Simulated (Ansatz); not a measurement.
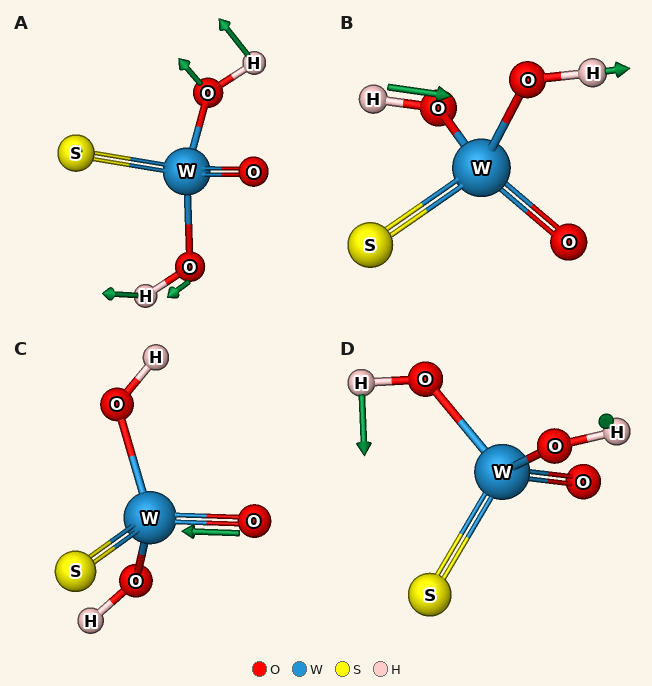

4 normal modes of one molecule or complex, as arrows. The species is neutral and a spin singlet. Harmonic vibrations computed with RKS PBE0-D4/def2-TZVP, core potentials on W (Ansatz 0.2.0) at a stationary point of the same level.

> Match the panels to the wavenumbers 215 cm⁻¹, 621 cm⁻¹, 1038 cm⁻¹, 3891 cm⁻¹.

A: 215 cm⁻¹, angle bending
B: 3891 cm⁻¹, O–H stretching
C: 1038 cm⁻¹, W–O stretching
D: 621 cm⁻¹, H–O–W bending
